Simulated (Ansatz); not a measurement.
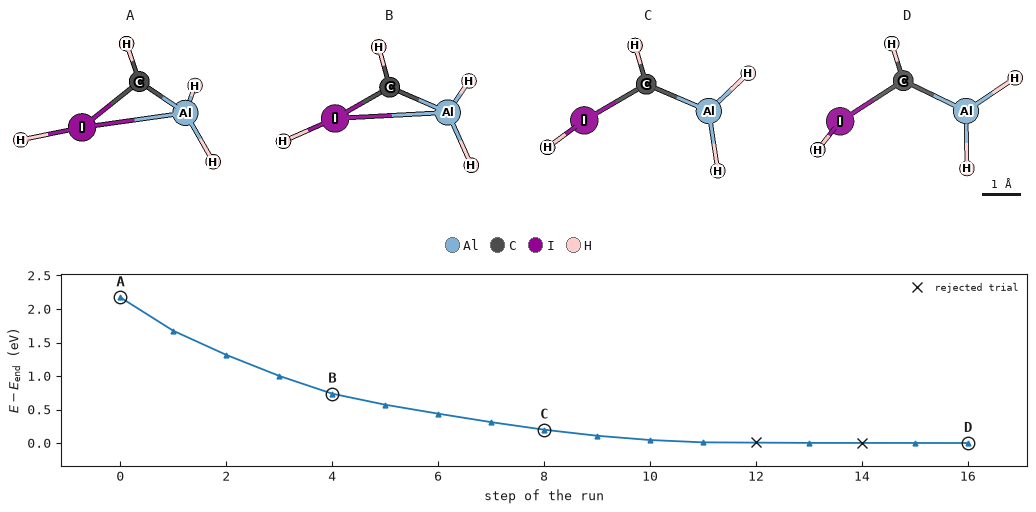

Frames of a relaxation of CH4AlI, marked on the history of the run. A ball-and-stick model, seen at a tilt.

It is one of the separated reactants of a reaction.

Computed with Ansatz, RKS PBE-D4/def2-SVP.

Input file:
```yaml
crystal:
  periodic: [false, false, false]
  atoms:
    - {symbol: Al, position_ang: [-0.780646, 0.112100, -0.729009]}
    - {symbol: C, position_ang: [0.501745, 0.282951, 0.745432]}
    - {symbol: I, position_ang: [1.287203, -1.649224, 0.057529]}
    - {symbol: H, position_ang: [-2.173852, -0.569631, -0.416170]}
    - {symbol: H, position_ang: [-0.393135, 0.755695, -2.121720]}
    - {symbol: H, position_ang: [0.208656, 0.107663, 1.777707]}
    - {symbol: H, position_ang: [2.279369, -2.997212, 0.355075]}
basis:
  gaussian: {orbitals: def2-SVP}
hamiltonian: {xc: pbe, dispersion: d4}
relax: {f_tol: 0.03, max_steps: 250}
```

Command:
```bash
ansatz run in.yaml --threads 2 --pin off --events-out ev --progress --plain --max-ram 4352MiB
```

### What happens along the run?

After 14 accepted moves (16 points after the start) the energy has fallen by 2.173 eV. Largest force component: 1.3 eV/Å at the start, 0.017 eV/Å at the end. The line search rejected the trial steps at points 12, 14 of the run. The atom that moves furthest after the best rigid fit is H4 (1.91 Å). Largest moves by element: H 1.91 Å, C 1.06 Å, I 0.66 Å, Al 0.11 Å. Among the contacts that change: Al1–I3 2.828 → 3.403 Å, C2–I3 2.196 → 2.054 Å, Al1–C2 1.962 → 1.896 Å, I3–H7 1.700 → 1.748 Å. Among the angles between lasting bonds that change: C2–I3–H7 148.4° → 112.0°, Al1–C2–I3 85.5° → 118.9°, Al1–C2–H6 121.6° → 133.3°. Cost: 13 s on 2 threads of Intel Xeon 6975P-C (shared host). From step 0 to 4: H7 moves most (0.68 Å), energy −1.437 eV. From step 4 to 8: H4 moves most (0.78 Å), energy −0.537 eV. From step 8 to 16: H4 moves most (0.73 Å), energy −0.199 eV.

```json
{"step": "0", "E − E(0), eV": "0.0000", "largest force component, eV/Å": "1.2700", "note": ""}
{"step": "1", "E − E(0), eV": "-0.4984", "largest force component, eV/Å": "0.6663", "note": ""}
{"step": "2", "E − E(0), eV": "-0.8577", "largest force component, eV/Å": "1.1205", "note": ""}
{"step": "3", "E − E(0), eV": "-1.1715", "largest force component, eV/Å": "1.1111", "note": ""}
{"step": "4", "E − E(0), eV": "-1.4366", "largest force component, eV/Å": "0.6278", "note": ""}
{"step": "5", "E − E(0), eV": "-1.6013", "largest force component, eV/Å": "0.7457", "note": ""}
{"step": "6", "E − E(0), eV": "-1.7349", "largest force component, eV/Å": "0.4859", "note": ""}
{"step": "7", "E − E(0), eV": "-1.8612", "largest force component, eV/Å": "0.3674", "note": ""}
{"step": "8", "E − E(0), eV": "-1.9739", "largest force component, eV/Å": "0.3765", "note": ""}
{"step": "9", "E − E(0), eV": "-2.0644", "largest force component, eV/Å": "0.3224", "note": ""}
{"step": "10", "E − E(0), eV": "-2.1281", "largest force component, eV/Å": "0.2389", "note": ""}
{"step": "11", "E − E(0), eV": "-2.1629", "largest force component, eV/Å": "0.1184", "note": ""}
{"step": "12", "E − E(0), eV": "-2.1628", "largest force component, eV/Å": "0.1708", "note": "rejected"}
{"step": "13", "E − E(0), eV": "-2.1710", "largest force component, eV/Å": "0.0721", "note": ""}
{"step": "14", "E − E(0), eV": "-2.1703", "largest force component, eV/Å": "0.0898", "note": "rejected"}
{"step": "15", "E − E(0), eV": "-2.1719", "largest force component, eV/Å": "0.0231", "note": ""}
{"step": "16", "E − E(0), eV": "-2.1729", "largest force component, eV/Å": "0.0173", "note": ""}
```
